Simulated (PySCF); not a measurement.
C6H12O, SMILES CC(=O)CC(C)C, singlet, GFN2-xTB optimised geometry. Atoms within 1.6 Å of the plane z = 0.0 Å (x, y, z in Å): C1 (2.43, 1.27, 0.00), C2 (0.92, 1.27, 0.00), O3 (0.27, 2.29, 0.00), C4 (0.30, -0.11, 0.02), C5 (-1.13, -0.13, -0.52), C6 (-1.80, -1.47, -0.19), H8 (2.78, 0.98, -0.99), H9 (2.82, 0.56, 0.72), H10 (2.81, 2.27, 0.22), H11 (0.93, -0.80, -0.55), H12 (0.31, -0.44, 1.06), H13 (-1.69, 0.67, -0.03), H14 (-1.25, -2.29, -0.65), H15 (-2.82, -1.49, -0.57), H16 (-1.83, -1.64, 0.88).

Method: PBE/def2-SVP (PySCF 2.14.0). Cells within 0.4 Å of a nucleus heavier than hydrogen are left out (blank, or x).

Map of the electron localisation function on the plane z = 0.0 Å:

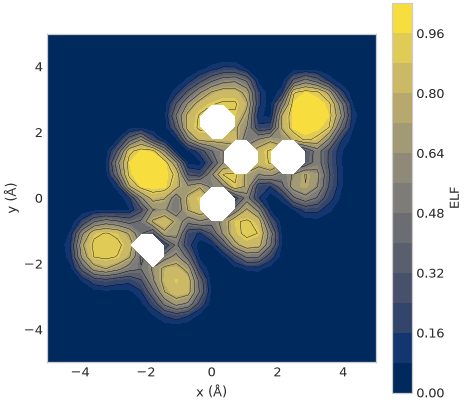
*Electron localisation function on the plane z = 0.0 Å.*
